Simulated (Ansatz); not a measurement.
In doubt: masses and optical values from hybrid runs of this build are listed as unsure (in some of the runs), which bears on the screening that GW takes from such a start.

CsPbCl3 (Pm-3m), computed twice by G0W0.

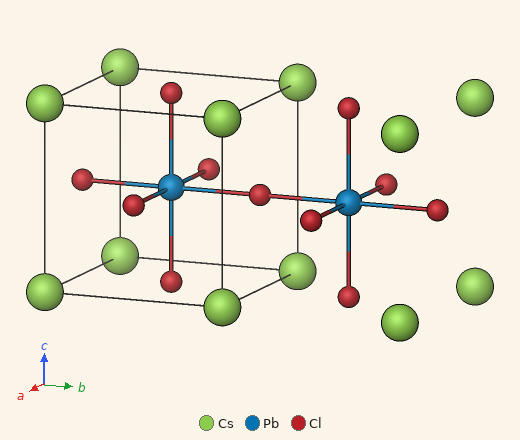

The structure (caesium green, lead blue, chlorine red). 1×2×1 cells are drawn. Some periodic images of atoms are drawn too.

```cif
data_structure
_symmetry_space_group_name_H-M 'P 1'
_symmetry_Int_Tables_number 1
_cell_length_a 5.6050
_cell_length_b 5.6050
_cell_length_c 5.6050
_cell_angle_alpha 90.000
_cell_angle_beta 90.000
_cell_angle_gamma 90.000
_cell_volume 176.09
loop_
_atom_site_label
_atom_site_type_symbol
_atom_site_fract_x
_atom_site_fract_y
_atom_site_fract_z
_atom_site_occupancy
Cs1 Cs 0.00000 0.00000 0.00000 1
Pb2 Pb 0.50000 0.50000 0.50000 1
Cl3 Cl 0.50000 0.50000 0.00000 1
Cl4 Cl 0.00000 0.50000 0.50000 1
Cl5 Cl 0.50000 0.00000 0.50000 1
```

The cell and positions come from the Crystallography Open Database and are kept as given unless a step says otherwise. Spin-orbit coupling is left out unless a run names it. PAW set soft_2, made with PBE.

The first (Ansatz 0.2.0; start PBE, 4×4×4 mesh, 965 empty bands, screening to 180 eV; 1 × NVIDIA H100 80GB HBM3 (shared by 3 runs) with 3 threads of AMD EPYC 7R13 (Zen 3), shared host) gave, on its mesh: starting gap 1.93 eV, G0W0 gap 3.26 eV, RPA ε∞ (mean) 4.35, 20 s.

The second gave: starting gap 2.60 eV, G0W0 gap 3.69 eV, RPA ε∞ (mean) 3.45, 84 s.

What was changed in the input? Choose among start, files, mesh, bands and cutoff, frequency model or another key.

Changed: start from PBE to HSE06. A jump of this size in the start, with ε∞ moving the other way, marks another functional. Other changes could give like numbers; this is the one that was made.

Limits: not at the basis limit; no spin-orbit coupling.

[Paths, hosts, dates, memory and timing lines, banners, echoed tables and standing remarks are left out of the program output.]

[Logs are printed without paths, hosts, clocks, repeated set-up lines and the standing remarks that a program may print on its own settings, such as how far it seeks lower states.]

[Runs of the session that timed out or met a known fault of the program may be left out.]

[Cells called generated may have been cut or substituted from an entry of the Crystallography Open Database or the Materials Project.]

[Hosts, paths, dates, database ids (printed as entryN), source tags and the programs' standing remarks are cut or masked in the printed files.]
